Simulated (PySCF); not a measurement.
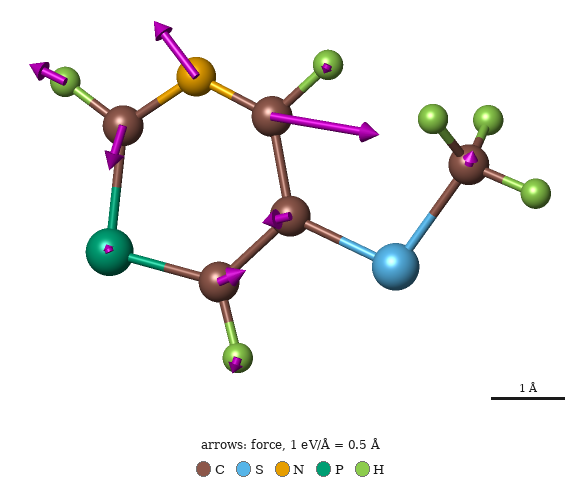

Starting geometry of C$_{5}$H$_{6}$NPS with the computed forces as purple arrows. A ball-and-stick model, seen at a tilt.

The start comes from GFN2-xTB. Its atoms were then displaced at random by about 0.01 Å.

These are results of PBE0-D3(BJ)/def2-SVP geometry optimisation, gas phase in PySCF, not measurements. 

Is this structure relaxed? If not, where do the atoms go?

Answer. It isn't relaxed: the largest force vector, on a C atom, is 3.33 eV/Å. The final displacements follow the starting forces only in part (cosine between the two patterns 0.56). The energy falls by 0.132 eV in 8 geometry steps. An H atom moves most after the best rigid fit: 0.059 Å. By element the largest moves are H 0.059 Å, C 0.040 Å, N 0.029 Å, S 0.022 Å, P 0.019 Å. Among the contacts that change: C–N 1.280 → 1.327 Å, C–H 1.068 → 1.099 Å, C–N 1.302 → 1.324 Å, C–C 1.411 → 1.399 Å. Bond angles that change, for instance: C–C–H 114.7° → 117.8°, C–C–C 118.2° → 120.7°, P–C–H 119.3° → 117.2°. The run took 2.7 min on 1 thread of Arm Neoverse N1, on a shared host.
